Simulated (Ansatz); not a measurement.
Electronic density of states of amorphous Si$_{24}$O$_{49}$Na$_{2}$, density 2.21 g/cm³, on a 2×2×2 Γ-centred mesh with a Gaussian width of 0.1 eV; energies count from the Fermi level, whose place inside the gap is arbitrary. Cell and mesh are small, so fine structure isn't converged. Computed with PBE, scalar-relativistic without spin-orbit coupling (plane waves to 420 eV, PAW; Ansatz, an electronic-structure program). Sampling: a 2×2×2 Γ-centred mesh; Fermi-Dirac width 0.02 eV; no spin polarisation. At PBE the levels at the filled edge of the gap are localised (band-tail or defect states), and the nearest spread-out levels lie 5.4 eV apart at the zone centre.

It comes from a melt-quench run on a machine-learned potential (CHGNet), relaxed afterwards by DFT. O atoms were pushed apart under 1.9 Å during the dynamics, to hinder bonds among them. The hot cell started wider than the set density and was brought back towards it in steps. It is the lowest in DFT energy of 2 quenches. It is a model cell: composition and starting density were chosen by hand, and all elements were melted together. No dispersion term was used. Its density started from a set value of 2.21 and ended at 2.21 g/cm³. The quench (nominally 400 K/ps over its main leg) was far faster than any real one, so the model tends to hold more defects than a real film. A cell of this size samples the disorder only roughly. The volume was held where the preparation left it and the shape relaxed, at a PBE pressure of -0.4 GPa (tension). Stress components on the final sampling reach 0.6 GPa. Cycles of charging lowered its energy after that relaxation.

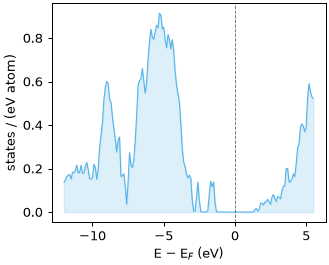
Figure. Density of states per atom

The level gap on this mesh is 2.99 eV; the broadening fills part of it in the curve.
